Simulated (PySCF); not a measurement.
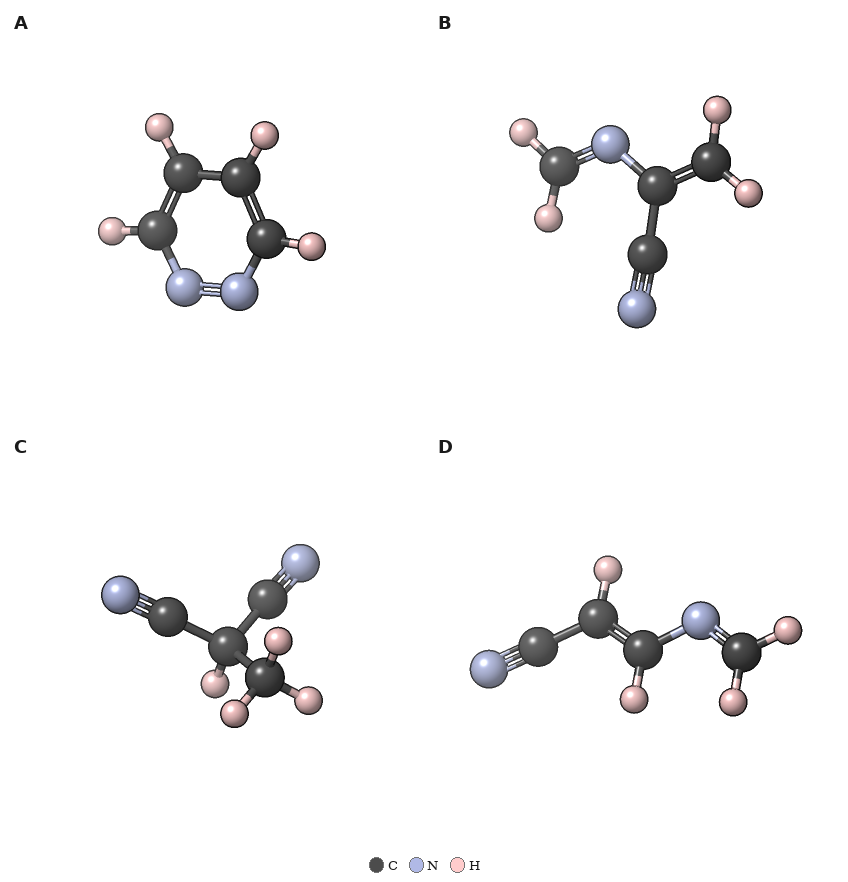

4 stationary structures of one formula. Geometries: PBE0-D3(BJ)/def2-SVP. Electronic energies: PBE0-D3(BJ)/def2-SVP (PySCF 2.14.0), without zero-point energy. No frequency run is at hand to confirm each as a minimum. Each is one conformer, not always the lowest.

### How are they related?

They are constitutional isomers of C4H4N2: A `c1ccnnc1`, B `C=NC(=C)C#N`, C `CC(C#N)C#N`, D `C=N/C=C/C#N`.

### Which is lowest in energy, and by how much?

A is lowest; C lies 4.0 kcal/mol above it, D lies 16.8 kcal/mol above it, B lies 19.3 kcal/mol above it.
